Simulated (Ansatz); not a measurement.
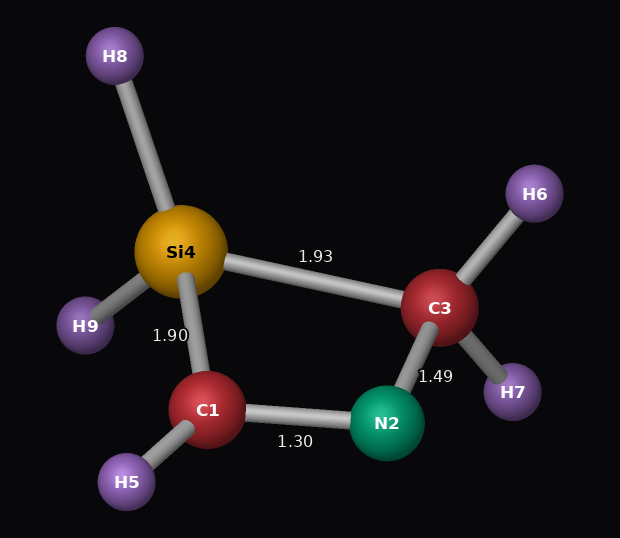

The numbers beside the sticks are distances in Å. Sticks don't show bond order. The geometry was computed by an optimisation with PBE-D4/def2-SVP. No frequency run is at hand to confirm it as a minimum.

Q: Assign a bond order to each marked bond.

A: C1–N2 double; C1–Si4 single; N2–C3 single; C3–Si4 single.

Q: Write the SMILES.

A: C1=NC[SiH2]1
